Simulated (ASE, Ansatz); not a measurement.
# Building MgS(100) slab (72 atoms)

The cell is an input for a DFT calculation. Recipe: rock-salt MgS (a = 5.2 Å), (100) slab of 4 repeat layers, 3 x 3 surface cells, 14 Å of vacuum; not relaxed, displaced by a Gaussian of 0.02 Å.

The cell that is wanted:

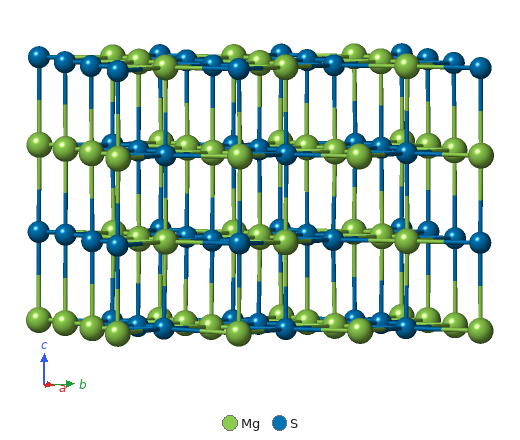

The cell, seen from the side, with the c axis up (magnesium green, sulfur blue). Some periodic images of atoms are drawn too.

The cell holds 72 atoms: 36 Mg and 36 S. Cell: a = 11.031 Å, b = 11.031 Å, c = 21.800 Å, α = 90.0°, β = 90.0°, γ = 90.0°. It derives from MgS (rock-salt). Vacuum lies along c.

```xyz
72
Lattice="11.0309 0.0000 0.0000 0.0000 11.0309 0.0000 0.0000 0.0000 21.8000" Properties=species:S:1:pos:R:3
Mg    0.0270   11.0201    6.9756
S     1.8600    1.8140    7.0037
Mg    1.8706    1.8653    9.6240
S     0.0104    3.6951    9.6304
Mg    0.0257    0.0047   12.1834
S     1.8911    1.8168   12.2470
Mg    1.8653    1.8371   14.8401
S     0.0295    3.6670   14.8199
Mg    0.0200    3.6707    6.9538
S     1.8547    5.4870    6.9886
Mg    1.8255    5.5352    9.6014
S     0.0436    7.3163    9.6066
Mg    0.0324    3.7059   12.2178
S     1.8511    5.5026   12.1757
Mg    1.8570    5.5218   14.8170
S     0.0622    7.3491   14.8077
Mg    0.0271    7.3616    7.0019
S     1.8472    9.1951    6.9562
Mg    1.8610    9.1694    9.5937
S     0.0088   11.0155    9.5931
Mg    0.0265    7.3353   12.1893
S     1.8777    9.2070   12.2093
Mg    1.8404    9.1820   14.8090
S     0.0342   11.0197   14.7889
Mg    3.6670   11.0269    7.0196
S     5.5570    1.7936    6.9884
Mg    5.5682    1.8291    9.5798
S     3.7486    3.6748    9.5543
Mg    3.6789    0.0054   12.1995
S     5.5104    1.8223   12.2017
Mg    5.5334    1.8354   14.8489
S     3.6863    3.6807   14.8031
Mg    3.6878    3.6422    6.9882
S     5.5403    5.4690    7.0231
Mg    5.5210    5.5203    9.6038
S     3.6973    7.3457    9.5863
Mg    3.7197    3.6980   12.2047
S     5.5397    5.4922   12.2102
Mg    5.5212    5.5112   14.7784
S     3.6877    7.3458   14.7800
Mg    3.6784    7.3552    6.9915
S     5.5163    9.1995    7.0168
Mg    5.5545    9.2252    9.5966
S     3.7189   11.0262    9.6506
Mg    3.7050    7.3333   12.1853
S     5.5647    9.1976   12.2320
Mg    5.5534    9.1873   14.7994
S     3.7250   11.0072   14.7789
Mg    7.3503    0.0220    7.0028
S     9.1742    1.7967    7.0460
Mg    9.2160    1.8466    9.6297
S     7.3431    3.6690    9.5818
Mg    7.3617   11.0297   12.2045
S     9.2339    1.8347   12.1945
Mg    9.2355    1.8397   14.8142
S     7.3954    3.6766   14.7920
Mg    7.3774    3.6326    7.0122
S     9.1802    5.5069    7.0041
Mg    9.2004    5.4986    9.5828
S     7.3440    7.3427    9.5711
Mg    7.3666    3.6825   12.1940
S     9.2198    5.5120   12.1962
Mg    9.2435    5.4842   14.7913
S     7.3364    7.3713   14.7617
Mg    7.3330    7.3992    7.0118
S     9.1907    9.1572    7.0015
Mg    9.2224    9.1918    9.5903
S     7.3628    0.0154    9.5894
Mg    7.3525    7.4046   12.1995
S     9.1874    9.1834   12.2039
Mg    9.2206    9.1905   14.7896
S     7.3956   11.0019   14.8035
```

Q: Which script makes it?

build.py (ASE 3.29.0):

```python
import numpy as np
from ase.build import bulk, make_supercell, surface

u = bulk('MgS', 'rocksalt', a=5.2)
u.positions += np.array([0, 0.0065, 0.0065]) @ u.cell[:]; u.wrap(eps=1e-6)
atoms = surface(u, [0, 1, 1], 4, vacuum=5)
atoms.set_cell(atoms.cell.cellpar(), scale_atoms=True)  # standard orientation
atoms.set_tags(0)
atoms = make_supercell(atoms, [[3, 0, 0], [0, 3, 0], [0, 0, 1]])
atoms.set_cell(atoms.cell.cellpar(), scale_atoms=True)  # standard orientation
atoms.center(vacuum=7, axis=2); atoms.pbc = True
atoms.rattle(0.02, seed=70612)
atoms.wrap()
atoms.write('structure.xyz')
print(atoms.get_chemical_formula(), len(atoms), 'atoms; cell', atoms.cell.cellpar().round(3))
```

```console
$ python build.py
Mg36S36 72 atoms; cell [11.031 11.031 21.8   90.    90.    90.   ]
```

Bonds by pair of elements; cutoffs follow the first minimum of g(r), held within bounds set by covalent radii, and pairs that aren't listed don't count as bonded:

```csv
pair A-B,cutoff (Å),bonds,mean length (Å),spread (Å),shortest (Å),B about A,A about B
Mg-S,3.02,198,2.6,0.028,2.52,5.5,5.5
```

How many atoms have how many bonded neighbours:

```csv
element,mean,5,6
Mg,5.5,18,18
S,5.5,18,18
```

[Logs are printed without paths, hosts, clocks, repeated set-up lines and the standing remarks that a program may print on its own settings, such as how far it seeks lower states.]

[Hosts, paths, dates, database ids (printed as entryN), source tags and the programs' standing remarks are cut or masked in the printed files.]
